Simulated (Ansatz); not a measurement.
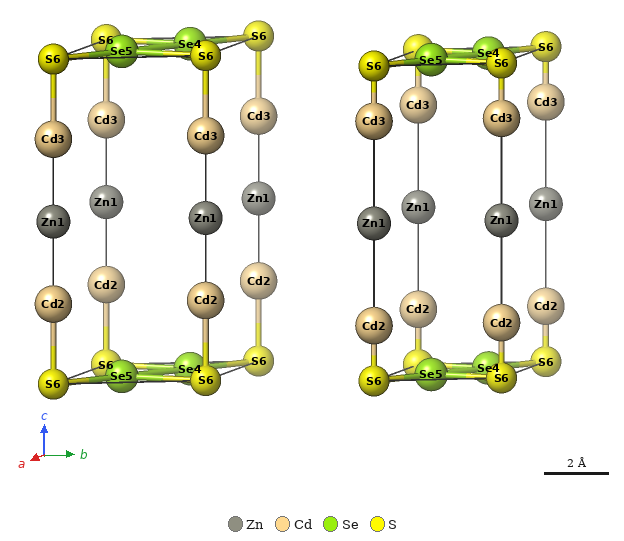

Two geometries of a crystal of ZnCd2Se2S (a generated structure, set up in P6/mmm) (coarse preliminary run), drawn at one scale. One is the start of a relaxation, the other its converged end. The picture is a ball-and-stick view of the cell of the calculation, seen slightly off an axis.

The calculation used DFT PBE, scalar-relativistic, plane waves, PAW in Ansatz. (plane-wave cutoff 420 eV; k-point mesh 6 × 6 × 2; occupations gaussian; smearing width 0.1 eV; no spin polarisation; cell and atoms relaxed; force threshold 0.04 eV/Å; at most 70 steps)

Which geometry has the lower energy?

The left one is the relaxed one. Over 10 accepted moves (12 points after the start) the energy falls by 2969 meV per atom. Largest force component: 27 eV/Å at the start, 0.015 eV/Å at the end. Pressure: 58.86 GPa at the start and −0.05 GPa at the end. At 2 points the geometry stayed and the basis and grid were re-selected for the new cell (energy shift of 17.2 meV per atom at most each time). The largest moves relative to the cell, 0.73 Å, are those of Cd2 and Cd3. Cd2 goes along +c. Se and Zn and S stay in place. The volume changes by +47.1 %, with a = b 4.098 → 4.893 Å (+19.4 %), c 10.059 → 10.381 Å (+3.2 %). Near-neighbour distances that change, for instance: Cd2–S6 1.766 → 2.557 Å, Zn1–Cd2 3.264 → 2.633 Å, Se4–S6 2.366 → 2.825 Å, Se4–Se5 2.366 → 2.825 Å. The space group stays P6/mmm (No. 191). Cost: 5.4 min on 1 thread of AMD EPYC 7571, on a shared host, peak memory 0.62 GiB.
